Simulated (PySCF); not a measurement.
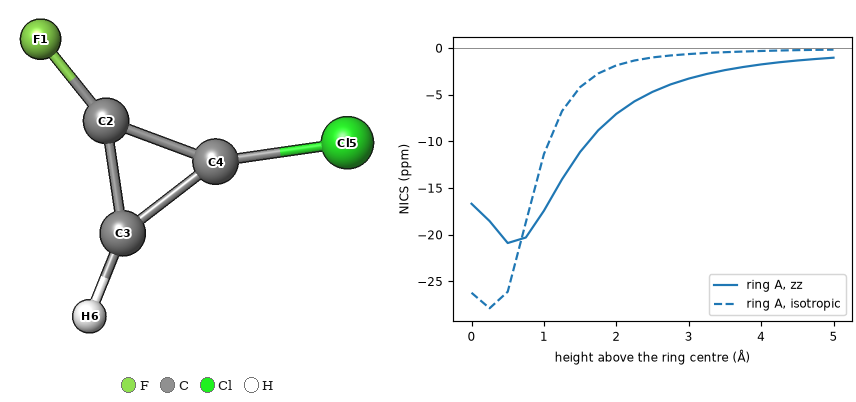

C$_{3}$HClF, charge +1, SMILES `Fc1c[c+]1Cl`. GIAO NICS scans along the ring normals; ring A: 3-membered ring C2/C3/C4.

Level of theory: CAM-B3LYP/6-311G** (PySCF), at a geometry from GFN2-xTB. No frequency check shows the geometry to be a minimum. GFN2-xTB bond lengths at metals and heavier atoms can be off by up to 0.1 Å and shapes distorted, which carries into these values.

What does each scan say about the ring current?

Ring A is shielded above its centre; in a three-membered ring σ bonds weigh heavily, so the values alone don't measure π aromaticity: NICSzz reaches −20.9 ppm at 0.50 Å; NICS(0) = −26.2, NICS(1) = −11.4, NICS(1)zz = −17.4 ppm.

What absolute proton shieldings does the same calculation give?

23.4 ppm for all of them.

The PySCF run took 110 s on 1 thread of AMD EPYC (Zen 3), on a shared host, peak memory 0.56 GiB.
